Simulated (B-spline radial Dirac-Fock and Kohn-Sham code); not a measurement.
# Elastic scattering of electrons by He

The question: how strongly He scatters electrons elastically, and to which angles, at 8 energies.

The numbers are computed with B-spline radial Dirac-Fock and Kohn-Sham code (version 3): Dirac partial waves in the static field of the Dirac-Fock density with Furness-McCarthy exchange, no polarisation or absorption.

## 1. The atom as given

Atomic helium in the configuration 1s2.

```
nuclear charge     : 2
electrons          : 2
mass number        : 4
nuclear rms radius : 1.6755 fm
```

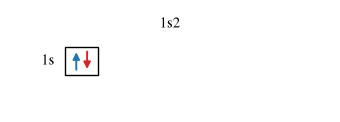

The shells outside the core; arrows follow Hund's rule for the drawing alone (heavy ions are jj-coupled), while the calculation averages over the configuration.

## 2. 247.0 eV

Settings, as recorded:

```ini
task = elastic
Z = 2
charge = 0
configuration = 1s2
mass_number = 4
rms_radius = 1.6755  # fm
projectile = electron
energy = 247.0  # eV
theta = [0, 10, 20, 30, 40, 50, 60, 70, 80, 90, 100, 110, 120, 130, 140, 150, 160, 170, 180]  # deg
```

From the run's result record (rounded, not every field):

```text
status: converged
sigma [bohr^2]: 0.7104
transport1 [bohr^2]: 0.2002
transport2 [bohr^2]: 0.3662
backward [bohr^2]: 0.04755
dcs [bohr^2/sr]: [0.7845, 0.6558, 0.4134, 0.2284, 0.1243, 0.07069, 0.04288, 0.02778, 0.01912, 0.01388, 0.01056, 0.008375, 0.006897, 0.005878, 0.005172, 0.00469, 0.004377, 0.0042, 0.004143]
sherman: [0.0, -4.201e-06, -1.128e-05, -2.449e-05, -4.683e-05, -7.952e-05, -0.000121, -0.0001674, -0.0002134, -0.0002535, -0.0002832, -0.000299, -0.0002986, -0.0002815, -0.0002481, -0.0002001, -0.0001404, -7.233e-05, 0.0]
phases_minus [rad]: [0.7979, 0.3382, 0.1575, 0.07677, 0.03845]
phases_plus [rad]: [0.0, 0.3384, 0.1576, 0.0768, 0.03846]
partial_waves: 29
```

## 3. 644.0 eV

The run's settings:

```ini
task = elastic
projectile = electron
energy = 644.0  # eV
theta = [0, 10, 20, 30, 40, 50, 60, 70, 80, 90, 100, 110, 120, 130, 140, 150, 160, 170, 180]  # deg
```

From the run's result record (rounded, not every field):

```text
status: converged
sigma [bohr^2]: 0.2515
transport1 [bohr^2]: 0.03748
transport2 [bohr^2]: 0.07807
backward [bohr^2]: 0.006308
dcs [bohr^2/sr]: [0.6904, 0.448, 0.1753, 0.06561, 0.02769, 0.01341, 0.007304, 0.004382, 0.002845, 0.001973, 0.001447, 0.001114, 0.0008961, 0.0007495, 0.00065, 0.0005831, 0.0005402, 0.0005162, 0.0005085]
sherman: [0.0, -3.566e-06, -1.267e-05, -3.368e-05, -7.075e-05, -0.0001232, -0.0001865, -0.0002538, -0.0003179, -0.0003721, -0.0004107, -0.0004297, -0.0004265, -0.0004001, -0.0003515, -0.0002829, -0.0001982, -0.000102, 0.0]
phases_minus [rad]: [0.5995, 0.3118, 0.1834, 0.1131, 0.07141]
phases_plus [rad]: [0.0, 0.3121, 0.1836, 0.1131, 0.07146]
partial_waves: 41
```

## 4. 1360 eV

Settings, as recorded:

```ini
task = elastic
projectile = electron
energy = 1360.0  # eV
theta = [0, 10, 20, 30, 40, 50, 60, 70, 80, 90, 100, 110, 120, 130, 140, 150, 160, 170, 180]  # deg
```

From the run's result record (rounded, not every field):

```text
status: converged
sigma [bohr^2]: 0.1153
transport1 [bohr^2]: 0.009961
transport2 [bohr^2]: 0.02223
backward [bohr^2]: 0.001338
dcs [bohr^2/sr]: [0.6586, 0.2877, 0.06766, 0.01921, 0.007072, 0.003183, 0.001662, 0.0009707, 0.0006193, 0.0004243, 0.0003086, 0.0002363, 0.0001893, 0.0001578, 0.0001366, 0.0001223, 0.0001132, 0.0001081, 0.0001065]
sherman: [0.0, -3.551e-06, -1.67e-05, -4.92e-05, -0.0001041, -0.0001777, -0.0002624, -0.0003497, -0.0004309, -0.0004981, -0.0005447, -0.0005659, -0.0005586, -0.000522, -0.0004573, -0.0003673, -0.000257, -0.0001323, 0.0]
phases_minus [rad]: [0.4767, 0.2776, 0.1839, 0.1278, 0.09103]
phases_plus [rad]: [0.0, 0.278, 0.1842, 0.128, 0.09112]
partial_waves: 56
```

## 5. 1660 eV

Settings, as recorded:

```ini
task = elastic
projectile = electron
energy = 1660.0  # eV
theta = [0, 10, 20, 30, 40, 50, 60, 70, 80, 90, 100, 110, 120, 130, 140, 150, 160, 170, 180]  # deg
```

From the run's result record (rounded, not every field):

```text
status: converged
sigma [bohr^2]: 0.09395
transport1 [bohr^2]: 0.00698
transport2 [bohr^2]: 0.01581
backward [bohr^2]: 0.0008891
dcs [bohr^2/sr]: [0.6538, 0.2465, 0.05027, 0.01345, 0.004827, 0.002147, 0.001114, 0.0006481, 0.0004126, 0.0002823, 0.0002052, 0.000157, 0.0001257, 0.0001048, 9.063e-05, 8.116e-05, 7.51e-05, 7.172e-05, 7.064e-05]
sherman: [0.0, -3.635e-06, -1.839e-05, -5.486e-05, -0.0001155, -0.0001955, -0.0002869, -0.0003804, -0.0004671, -0.0005386, -0.0005879, -0.0006099, -0.0006015, -0.0005617, -0.0004918, -0.0003949, -0.0002762, -0.0001421, 0.0]
phases_minus [rad]: [0.4478, 0.2673, 0.1816, 0.1294, 0.09453]
phases_plus [rad]: [0.0, 0.2678, 0.1819, 0.1296, 0.09462]
partial_waves: 61
```

## 6. 11100 eV

Recorded inputs:

```ini
task = elastic
projectile = electron
energy = 11100.0  # eV
theta = [0, 10, 20, 30, 40, 50, 60, 70, 80, 90, 100, 110, 120, 130, 140, 150, 160, 170, 180]  # deg
```

From the run's result record (rounded, not every field):

```text
status: converged
sigma [bohr^2]: 0.01408
transport1 [bohr^2]: 0.000226
transport2 [bohr^2]: 0.0005641
backward [bohr^2]: 1.894e-05
dcs [bohr^2/sr]: [0.6553, 0.0215, 0.001657, 0.0003423, 0.0001125, 4.822e-05, 2.455e-05, 1.413e-05, 8.927e-06, 6.073e-06, 4.391e-06, 3.346e-06, 2.668e-06, 2.217e-06, 1.913e-06, 1.709e-06, 1.579e-06, 1.506e-06, 1.482e-06]
sherman: [0.0, -7.587e-06, -5.204e-05, -0.0001464, -0.0002867, -0.0004614, -0.0006551, -0.0008503, -0.001029, -0.001176, -0.001276, -0.001319, -0.001297, -0.00121, -0.001058, -0.0008498, -0.0005944, -0.0003058, 0.0]
phases_minus [rad]: [0.2393, 0.1685, 0.1334, 0.1103, 0.09339]
phases_plus [rad]: [0.0, 0.1697, 0.134, 0.1107, 0.09371]
partial_waves: 140
```

## 7. 15200 eV

Settings, as recorded:

```ini
task = elastic
projectile = electron
energy = 15200.0  # eV
theta = [0, 10, 20, 30, 40, 50, 60, 70, 80, 90, 100, 110, 120, 130, 140, 150, 160, 170, 180]  # deg
```

From the run's result record (rounded, not every field):

```text
status: converged
sigma [bohr^2]: 0.01039
transport1 [bohr^2]: 0.0001275
transport2 [bohr^2]: 0.000322
backward [bohr^2]: 1.005e-05
dcs [bohr^2/sr]: [0.6645, 0.01248, 0.0008984, 0.000184, 6.031e-05, 2.581e-05, 1.312e-05, 7.544e-06, 4.759e-06, 3.233e-06, 2.334e-06, 1.776e-06, 1.415e-06, 1.174e-06, 1.012e-06, 9.033e-07, 8.341e-07, 7.953e-07, 7.84e-07]
sherman: [0.0, -8.992e-06, -6.094e-05, -0.0001691, -0.0003294, -0.0005282, -0.0007494, -0.0009717, -0.001177, -0.001344, -0.00146, -0.00151, -0.001487, -0.001388, -0.001216, -0.0009769, -0.0006834, -0.0003518, 0.0]
phases_minus [rad]: [0.215, 0.1542, 0.124, 0.1041, 0.08935]
phases_plus [rad]: [0.0, 0.1556, 0.1247, 0.1046, 0.08973]
partial_waves: 161
```

## 8. 25100 eV

The run's settings:

```ini
task = elastic
projectile = electron
energy = 25100.0  # eV
theta = [0, 10, 20, 30, 40, 50, 60, 70, 80, 90, 100, 110, 120, 130, 140, 150, 160, 170, 180]  # deg
```

From the run's result record (rounded, not every field):

```text
status: converged
sigma [bohr^2]: 0.00646
transport1 [bohr^2]: 5.126e-05
transport2 [bohr^2]: 0.0001315
backward [bohr^2]: 3.653e-06
dcs [bohr^2/sr]: [0.6885, 0.005018, 0.0003377, 6.857e-05, 2.242e-05, 9.566e-06, 4.851e-06, 2.781e-06, 1.749e-06, 1.184e-06, 8.523e-07, 6.462e-07, 5.13e-07, 4.246e-07, 3.649e-07, 3.252e-07, 2.998e-07, 2.855e-07, 2.817e-07]
sherman: [0.0, -1.173e-05, -7.689e-05, -0.0002105, -0.0004068, -0.0006513, -0.0009237, -0.001198, -0.001454, -0.001665, -0.001811, -0.00188, -0.001856, -0.001735, -0.001525, -0.001226, -0.0008588, -0.0004434, 0.0]
phases_minus [rad]: [0.1814, 0.1336, 0.1098, 0.09396, 0.08221]
phases_plus [rad]: [0.0, 0.1354, 0.1107, 0.09462, 0.08271]
partial_waves: 203
```

## 9. 84900 eV

The run's settings:

```ini
task = elastic
projectile = electron
energy = 84900.0  # eV
theta = [0, 10, 20, 30, 40, 50, 60, 70, 80, 90, 100, 110, 120, 130, 140, 150, 160, 170, 180]  # deg
```

From the run's result record (rounded, not every field):

```text
status: converged
sigma [bohr^2]: 0.002229
transport1 [bohr^2]: 5.774e-06
transport2 [bohr^2]: 1.536e-05
backward [bohr^2]: 3.076e-07
dcs [bohr^2/sr]: [0.8489, 0.0005126, 3.261e-05, 6.554e-06, 2.122e-06, 8.957e-07, 4.482e-07, 2.53e-07, 1.565e-07, 1.04e-07, 7.347e-08, 5.467e-08, 4.262e-08, 3.467e-08, 2.936e-08, 2.583e-08, 2.359e-08, 2.235e-08, 2.214e-08]
sherman: [0.0, -1.946e-05, -0.0001198, -0.000322, -0.0006214, -0.0009999, -0.001431, -0.001882, -0.002319, -0.002701, -0.002994, -0.003161, -0.003175, -0.003018, -0.002684, -0.002185, -0.001543, -0.0007985, 0.0]
phases_minus [rad]: [0.1233, 0.09584, 0.08198, 0.07272, 0.06576]
phases_plus [rad]: [0.0, 0.09895, 0.08369, 0.0739, 0.06667]
partial_waves: 363
```

## 10. Collected

```tsv
energy (eV)	σ (bohr²)	first transport (bohr²)	σ / transport	backward share (%)	partial waves
247.0	0.710	0.200	3.55	6.69	29
644.0	0.251	0.0375	6.71	2.51	41
1360	0.115	0.00996	11.6	1.16	56
1660	0.0940	0.00698	13.5	0.946	61
11100	0.0141	2.26e-04	62.3	0.134	140
15200	0.0104	1.28e-04	81.5	0.0967	161
25100	0.00646	5.13e-05	126	0.0565	203
84900	0.00223	5.77e-06	386	0.0138	363
```

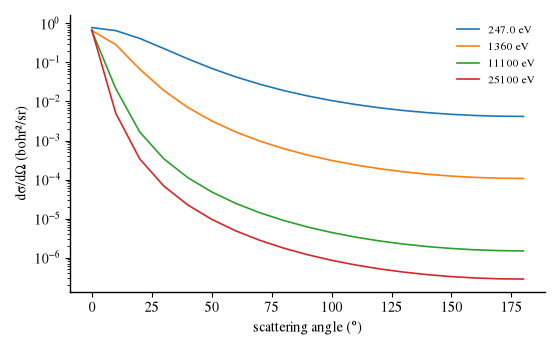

Angular distributions of electrons.

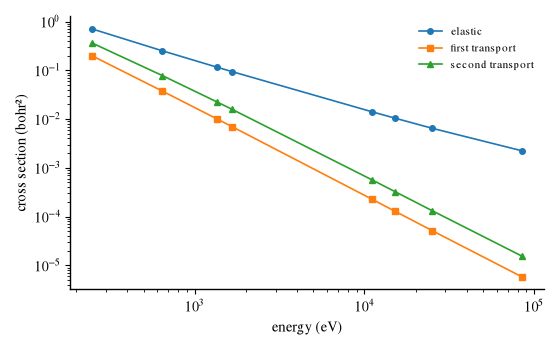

Integrated cross sections against energy.

## 11. Outcome

```
                quantity                     value
 σ at 247.0 and 84900 eV   0.710 and 0.00223 bohr²
    backward share there         6.69 and 0.0138 %
largest Sherman function  -0.003 at 120°, 84900 eV
```

What this shows: The ratio of σ to the transport cross section, the collisions needed for the electron to lose its direction, goes from 3.5 at 247.0 eV to 390 at 84900 eV. The angular distributions show no deep diffraction minima on this grid. Spin polarisation by scattering stays small.
